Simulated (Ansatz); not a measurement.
# One shape, several levels: BNH2F (SMILES N[B]F)

Aim: a comparison of 6 runs (U-r2SCAN0/STO-3G, U-revPBE/STO-3G, UB2PLYP/STO-3G, USVWN5/STO-3G, RPA@PBE/STO-3G, UCCSD(T)/STO-3G) of BNH2F. 

Program for the calculation: Ansatz 0.2.0.

78 further runs of the same task are left out: 78 set aside as unsound or not needed.

## 1. The molecule

BNH2F has 5 atoms, charge 0, and is taken as a doublet. SMILES: `N[B]F`. The H4–N1 distance was set to 1.505 Å, away from the relaxed value. At this shape a bond of the SMILES string is far longer than usual.

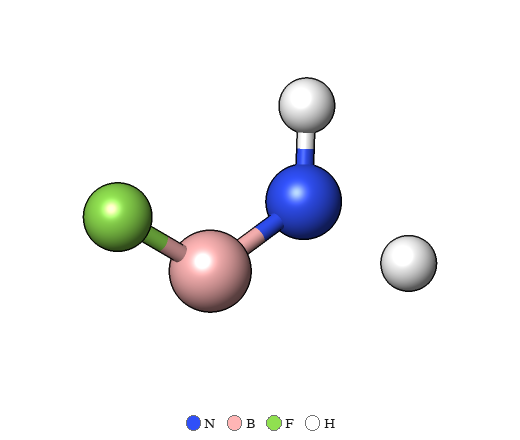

The structure, seen from a chosen angle (nitrogen blue, boron pink, fluorine green, hydrogen white).

## 2. The energy at U-r2SCAN0/STO-3G (run 1)

Contents of molecule.yaml:

```yaml
crystal:
  periodic: [false, false, false]
  atoms:
    - symbol: "N"
      position_ang: [0.037000, 0.265900, 0.058550]
    - symbol: B
      position_ang: [0.609000, -0.923400, 0.476150]
    - symbol: F
      position_ang: [1.538700, -0.975800, 1.417450]
    - symbol: H
      position_ang: [-1.019600, 0.322000, -1.012000]
    - symbol: H
      position_ang: [0.293700, 1.163000, 0.445750]
basis:
  gaussian: {orbitals: STO-3G}
magnetization: {spin_polarized: true, initial_magnetization: 1}
hamiltonian: {xc: {name: r2SCAN0}}
accuracy: high
```

Command:

```sh
ansatz run molecule.yaml --threads 1 --pin off --max-ram 2610MiB --events-out events.jsonl --progress --plain --runs-dir runs
```

Output:

```text
Warning: RAYON_NUM_THREADS=1 ignored (pool sized by the plan → 1); use --threads N
Functional definition: r2SCAN0
  name "r2SCAN0"
  parameter a = 0.25
  parameter k0 = 0.174
  parameter k1 = 0.065
  parameter a1 = 4.9479
  exchange = (1 - a)*r2scan_x(k0 = k0, k1 = k1, a1 = a1) + a*exact_x
  correlation = r2scan_c
294 factors; integrals over basis functions are off by at most 4.9e-8 eV
mean field evaluation 1: about -4842.2509 eV, gradient 1.1e1 eV
mean field evaluation 2: about -4842.0216 eV, gradient 1.4e1 eV
mean field evaluation 4: about -4843.1591 eV, gradient 8.1e-1 eV
mean field evaluation 8: about -4843.1166 eV, gradient 5.5e-2 eV
mean field evaluation 16: about -4843.1169 eV, gradient 1.0e-4 eV
mean field -4843.11687191 eV, -177.9812622600 hartree, gradient 6.1e-8 eV, S^2 0.755144; 0 other end points of the search recorded, 0 dependent functions left out
reference -4843.11687249 eV, -177.9812622816 hartree; 12, 11 occupied and 5, 6 virtual orbitals, 294 factors
Total energy: -4843.11687249 eV, -177.9812622816 hartree
```

It took 3.6 s on 1 thread of Arm Neoverse V2, shared host; peak memory 0.21 GiB.

## 3. The energy at U-revPBE/STO-3G (run 2)

Contents of run.yaml:

```yaml
crystal:
  periodic: [false, false, false]
  atoms:
    - {symbol: "N", position_ang: [0.037000, 0.265900, 0.058550]}
    - {symbol: B, position_ang: [0.609000, -0.923400, 0.476150]}
    - {symbol: F, position_ang: [1.538700, -0.975800, 1.417450]}
    - {symbol: H, position_ang: [-1.019600, 0.322000, -1.012000]}
    - {symbol: H, position_ang: [0.293700, 1.163000, 0.445750]}
basis:
  gaussian:
    orbitals: STO-3G
magnetization:
  spin_polarized: true
  initial_magnetization: 1
accuracy: high
hamiltonian:
  xc: {name: revPBE}
```

Command:

```sh
ansatz run run.yaml --threads 1 --pin off --max-ram 2610MiB --events-out events.jsonl --progress --plain --runs-dir runs
```

Output:

```text
Warning: RAYON_NUM_THREADS=1 ignored (pool sized by the plan → 1); use --threads N
Functional definition: revPBE
  name "revPBE"
  parameter kappa = 1.245
  parameter beta = 0.06672455060314922
  exchange = pbe_x(kappa = kappa, mu = beta*pi^2/3)
  correlation = pbe_c(beta = beta)
294 factors; integrals over basis functions are off by at most 4.9e-8 eV
mean field evaluation 1: about -4843.3061 eV, gradient 1.3e1 eV
mean field evaluation 2: about -4839.2253 eV, gradient 3.0e1 eV
mean field evaluation 4: about -4844.3329 eV, gradient 1.4e0 eV
mean field evaluation 8: about -4844.2635 eV, gradient 2.3e-2 eV
mean field evaluation 16: about -4844.2635 eV, gradient 4.6e-6 eV
mean field -4844.26346655 eV, -178.0233988359 hartree, gradient 3.7e-8 eV, S^2 0.753748; 1 other end points of the search recorded, 0 dependent functions left out
reference -4844.26346876 eV, -178.0233989174 hartree; 12, 11 occupied and 5, 6 virtual orbitals, 294 factors
Total energy: -4844.26346876 eV, -178.0233989174 hartree
```

Wall time 1.5 s (1 thread of Arm Neoverse V2, shared host); peak memory 0.12 GiB.

Run 3 isn't shown in full; the table further down has it.

## 4. A single-point energy at USVWN5/STO-3G (run 4)

Contents of in.yaml:

```yaml
crystal:
  periodic: [false, false, false]
  atoms:
    - {symbol: "N", position_ang: [0.037000, 0.265900, 0.058550]}
    - {symbol: B, position_ang: [0.609000, -0.923400, 0.476150]}
    - {symbol: F, position_ang: [1.538700, -0.975800, 1.417450]}
    - {symbol: H, position_ang: [-1.019600, 0.322000, -1.012000]}
    - {symbol: H, position_ang: [0.293700, 1.163000, 0.445750]}
basis:
  gaussian:
    orbitals: STO-3G
magnetization:
  spin_polarized: true
  initial_magnetization: 1
accuracy: high
total_charge: 0
hamiltonian:
  xc: {name: SVWN5}
```

Command:

```sh
ansatz run in.yaml --threads 1 --pin off --max-ram 2610MiB --events-out events.jsonl --progress --plain --runs-dir runs
```

Output:

```text
Warning: RAYON_NUM_THREADS=1 ignored (pool sized by the plan → 1); use --threads N
Functional definition: SVWN5
  name "SVWN5"
  exchange = slater_x
  correlation = vwn5_c
294 factors; integrals over basis functions are off by at most 4.9e-8 eV
mean field evaluation 1: about -4806.2010 eV, gradient 1.4e1 eV
mean field evaluation 2: about -4801.0321 eV, gradient 3.3e1 eV
mean field evaluation 4: about -4807.4405 eV, gradient 1.6e0 eV
mean field evaluation 8: about -4807.3760 eV, gradient 5.3e-2 eV
mean field evaluation 16: about -4807.3761 eV, gradient 4.4e-6 eV
mean field -4807.37607367 eV, -176.6678121509 hartree, gradient 5.8e-8 eV, S^2 0.753168; 1 other end points of the search recorded, 0 dependent functions left out
reference -4807.37607537 eV, -176.6678122132 hartree; 12, 11 occupied and 5, 6 virtual orbitals, 294 factors
Total energy: -4807.37607537 eV, -176.6678122132 hartree
```

It took 0.81 s on 1 thread of Arm Neoverse V2, shared host; peak memory 0.1 GiB.

Run 5 isn't shown in full; the table further down has it.

## 5. A single-point energy at UCCSD(T)/STO-3G (run 6)

Contents of job.yaml:

```yaml
crystal:
  periodic: [false, false, false]
  atoms:
    - {symbol: N, position_ang: [0.037000, 0.265900, 0.058550]}
    - {symbol: B, position_ang: [0.609000, -0.923400, 0.476150]}
    - {symbol: F, position_ang: [1.538700, -0.975800, 1.417450]}
    - {symbol: H, position_ang: [-1.019600, 0.322000, -1.012000]}
    - {symbol: H, position_ang: [0.293700, 1.163000, 0.445750]}
basis:
  gaussian:
    orbitals: STO-3G
magnetization:
  spin_polarized: true
  initial_magnetization: 1
correlation:
  method: ccsd_t
  frozen_orbitals: {B: 1, F: 1, H: 0, "N": 1}
accuracy: high
scf:
  omitted_lower_state_checks: [cluster_reference, increment]
```

Command:

```sh
ansatz run job.yaml --threads 1 --pin off --max-ram 2610MiB --events-out events.jsonl --progress --plain --runs-dir runs
```

Output:

```text
Warning: RAYON_NUM_THREADS=1 ignored (pool sized by the plan → 1); use --threads N
[... 12 lines left out ...]
3 core orbitals not correlated: weight in the atoms' cores, before any rotation towards them, 1.000 or more for the frozen orbitals, at most 0.000 for the correlated occupied ones
[... 32 lines left out ...]
Total energy: -4826.18821995 eV, -177.3591457754 hartree
Checks for a lower state left out: cluster_reference, increment
```

Wall time 0.25 s (1 thread of Arm Neoverse V2, shared host).

## 6. All runs side by side

```
run             level  frozen core orbitals  energy (Eh)   ⟨S²⟩  wall time
  1  U-r2SCAN0/STO-3G                     –  -177.981262  0.755      3.6 s
  2   U-revPBE/STO-3G                     –  -178.023399  0.754      1.5 s
  3    UB2PLYP/STO-3G                     3  -177.817284  0.755      1.8 s
  4     USVWN5/STO-3G                     –  -176.667812  0.753     0.81 s
  5    RPA@PBE/STO-3G                     3  -177.429376  0.754      1.8 s
  6   UCCSD(T)/STO-3G                     3  -177.359146  0.922     0.25 s
```

## 7. What came out

| quantity | value |
| --- | --- |
| run 6: total energy | -177.35915 Eh |
| run 6: correlation energy (3 core orbitals frozen) | -156.6 mEh |
| run 6: (T) correction | -5.96 mEh |
| run 6: ⟨S²⟩ of the reference determinant | 0.922 |
| run 6: T1 diagnostic | 0.041 |

In words: Totals of different functionals can't be ranked against each other. In runs 1, 2, 3, 4, 5, 6 the basis is minimal, so the values are rough. Spin contamination of the reference: run 6 ⟨S²⟩ = 0.92. All runs together took 9.7 s, the longest 3.6 s.
